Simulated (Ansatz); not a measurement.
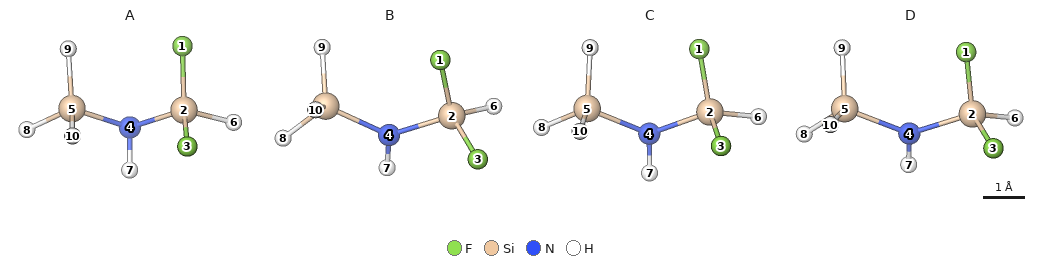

4 geometries from one relaxation of Si2NH5F2 (coarse preliminary run), in shuffled order. A ball-and-stick model, seen at a tilt.

The start comes from a force field.

Method: Ansatz 0.2.0, RKS PBE-D4/def2-SVP. Set-up: force threshold 0.03 eV/Å; at most 200 steps.

Q: Order the frames from highest to lowest energy.

A: A, C, D, B. They are steps 0, 2, 5, 12, at +0.800 eV, +0.121 eV, +0.017 eV relative to the last. After 12 geometry steps the energy has fallen by 0.800 eV. Largest force component: 4.4 eV/Å at the start, 0.0058 eV/Å at the end. The forces were under the threshold at step 9, but the run went on from there. F3 moves most after the best rigid fit: 0.83 Å. By element the largest moves are F 0.83 Å, H 0.78 Å, N 0.42 Å, Si 0.24 Å. Some distances before and after: Si2–Si5 2.755 → 3.110 Å, Si2–F3 1.542 → 1.629 Å, N4–Si5 1.721 → 1.772 Å, Si5–H8 1.454 → 1.503 Å. Bond angles that change, for instance: Si2–N4–Si5 108.5° → 126.2°, Si2–N4–H7 107.0° → 118.0°, Si5–N4–H7 107.1° → 115.7°.
